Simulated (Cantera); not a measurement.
Input: 1 mol C₂F₆, 0.014 mol Si, held at 1.00 bar.

Method: chemical equilibrium by Gibbs-energy minimisation in Cantera with the NASA 1993 tables (ideal gas, pure condensed phases). Candidate condensed phases: C, Si, SiC; 23 gas species. The feed counts by its element totals alone. The tables' values for SiF₃, C₂F₄ are old estimates; treat these amounts as uncertain. Gases not in the tables: C₂F₆ and larger saturated fluorocarbons. Equilibrium is a limit: real reactors are often held back by kinetics, nucleation or transport.

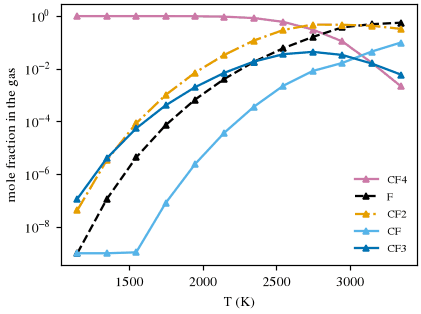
Fig. 1. Equilibrium gas composition (values under 1e-9 drawn at 1e-9)

From 1148 K to 2548 K the condensed part is C(graphite). From 2748 K to 3348 K nothing is condensed. The main Si-bearing gas is SiF₄ throughout.
